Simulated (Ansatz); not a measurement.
A series of calculations on SiNH$_{3}$

**1. Relaxation**

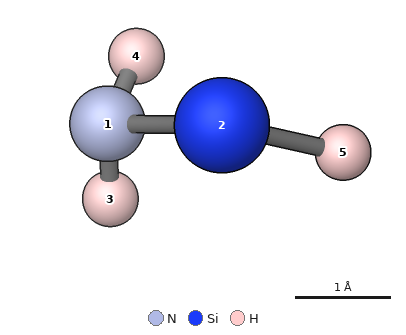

SiNH₃ (coarse preliminary run), before the relaxation. Style: ball-and-stick. Shown at a tilt.

The calculation used RKS PBE-D4/def2-SVP in Ansatz 0.2.0.

The input:
```yaml
crystal:
  periodic: [false, false, false]
  atoms:
    - {symbol: N, position_ang: [-0.207400, -0.666700, 0.428900]}
    - {symbol: Si, position_ang: [0.473700, 0.900100, 0.594300]}
    - {symbol: H, position_ang: [0.272500, -1.210500, -0.208600]}
    - {symbol: H, position_ang: [-1.080500, -0.515900, -0.056700]}
    - {symbol: H, position_ang: [0.591600, 1.419300, -0.799300]}
basis:
  gaussian: {orbitals: def2-SVP}
hamiltonian: {xc: pbe, dispersion: d4}
relax: {f_tol: 0.03, max_steps: 250}
```

What does the optimiser find from here?

H4 moves most after the best rigid fit: 0.83 Å. By element the largest moves are H 0.83 Å, Si 0.56 Å, N 0.38 Å. Near-neighbour distances that change, for instance: Si2–H5 1.492 → 1.554 Å, N1–H3 0.966 → 1.025 Å, N1–Si2 1.716 → 1.735 Å, N1–H4 1.010 → 1.025 Å. Bond angles that change, for instance: Si2–N1–H4 104.7° → 121.5°, Si2–N1–H3 112.4° → 127.2°, N1–Si2–H5 105.0° → 93.6°. The optimiser took 11 steps.

Final geometry:

```xyz
5

N    -0.2960   -0.4774    0.1118
Si    0.0276    1.1983    0.4229
H     0.1784   -1.0844   -0.5638
H    -1.0260   -0.9853    0.6206
H     1.1659    1.2752   -0.6329
```

After the run, drawn alike:

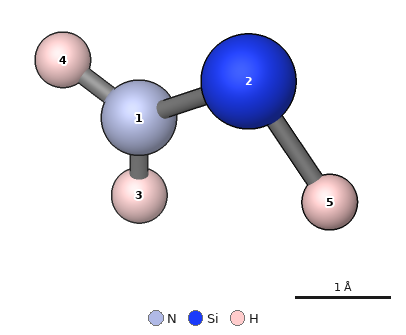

**2. A change**

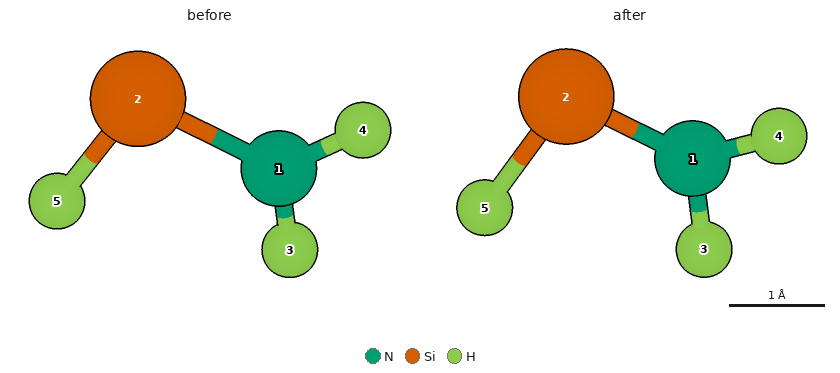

Left: SiNH3. Right: the same structure after one change, at the same scale. Style: ball-and-stick. Shown at a tilt.

Level of theory: RKS PBE0-D4/def2-TZVPP (Ansatz 0.2.0). 

> What distinguishes the right structure from the left one?

All atoms are moved at random (σ = 0.09 Å) from the PBE0-D4/def2-TZVP minimum.

> What does the change do?

Energy change: +12.3 kcal/mol. The largest force is 6.7 eV/Å, on N1. The forces point partly back along the displacements (cosine −0.54). At other levels of theory the same distortion costs 12.7 kcal/mol (RKS PBE-D4/def2-TZVPP), 12.4 kcal/mol (RKS r2SCAN-D4/def2-TZVPP), 12.7 kcal/mol (RKS wB97M-V/def2-TZVPP), 13.5 kcal/mol (RHF-CCSD(T), frozen core/def2-TZVPP). Some distances before and after: N1–Si2 1.707 → 1.576 Å, Si2–H5 1.532 → 1.645 Å, N1–H3 1.008 → 1.045 Å, N1–H4 1.008 → 1.000 Å. Among the angles between lasting bonds that change: H3–N1–H4 112.1° → 103.9°, N1–Si2–H5 94.1° → 89.1°.

**3. Distortion**

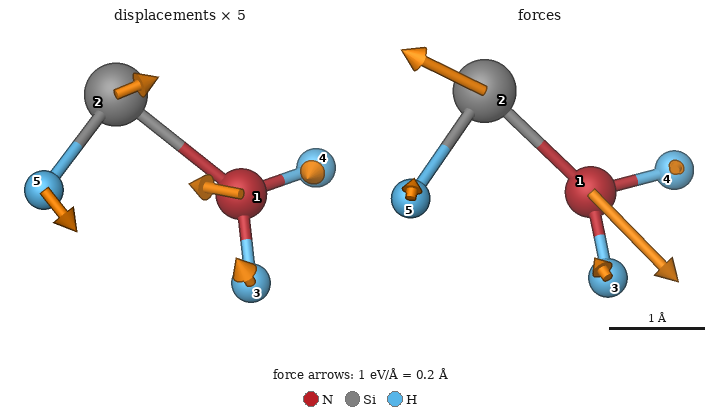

Left: SiNH3, with orange arrows for the displacements applied to it. Right: the displaced structure with the computed forces. The picture is a ball-and-stick view, seen at a tilt.

Theory: RKS PBE0-D4/def2-TZVPP in Ansatz 0.2.0. 

How do the forces relate to the distortion?

Answer. All atoms are moved at random (σ = 0.09 Å) from the PBE0-D4/def2-TZVP minimum. It costs 51.5 kJ/mol. The largest force is 6.7 eV/Å, on N1. The forces point partly back along the displacements (cosine −0.54). At other levels of theory the same distortion costs 53.3 kJ/mol (RKS PBE-D4/def2-TZVPP), 52.0 kJ/mol (RKS r2SCAN-D4/def2-TZVPP), 53.3 kJ/mol (RKS wB97M-V/def2-TZVPP), 56.4 kJ/mol (RHF-CCSD(T), frozen core/def2-TZVPP). Some distances before and after: N1–Si2 1.707 → 1.576 Å, Si2–H5 1.532 → 1.645 Å, N1–H3 1.008 → 1.045 Å, N1–H4 1.008 → 1.000 Å. Bond angles that change, for instance: H3–N1–H4 112.1° → 103.9°, N1–Si2–H5 94.1° → 89.1°.
